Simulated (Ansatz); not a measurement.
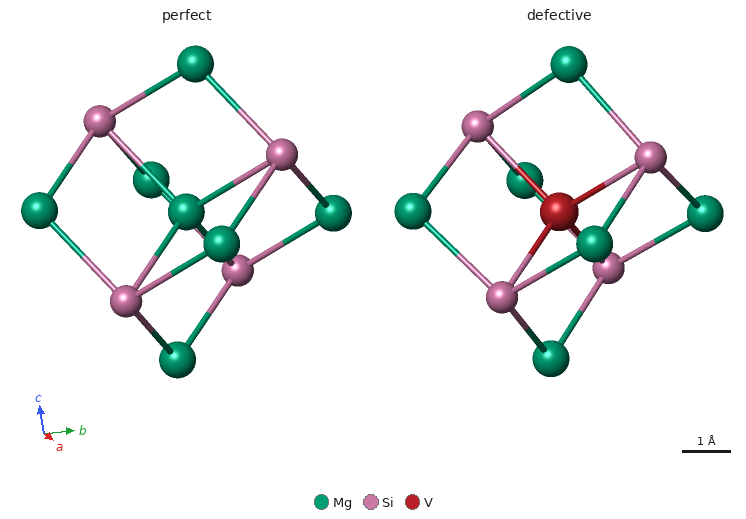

Left: perfect Mg$_{2}$Si. Right: the same region with one point defect, after relaxing the atoms in a supercell of 96 sites. The picture is a ball-and-stick view of the atoms within 3.8 Å of one point, seen slightly off an axis.

Computed with Ansatz 0.2.0, DFT, PBEsol, PAW, plane waves. (plane-wave cutoff 420 eV; k-point mesh 1 × 1 × 1; mesh shifted by (0.25, 0.25, 0.25); collinear spin) Fermi-Dirac smearing of 0.01 eV. The axes drawn are those of the host's conventional cell.

**Which defect is it?**

A magnesium atom is replaced by vanadium.

The charge state of the cell is 0.

**How does the lattice respond?**

In the host the Mg atom has 4 Si at 2.74 Å, 6 Mg at 3.16 to 3.17 Å; the V atom ends with 4 Si at 2.58 to 2.62 Å. Of the host's atoms, a silicon atom moves furthest from its site, by 0.16 Å. The cell's net moment is 3.00 μB.
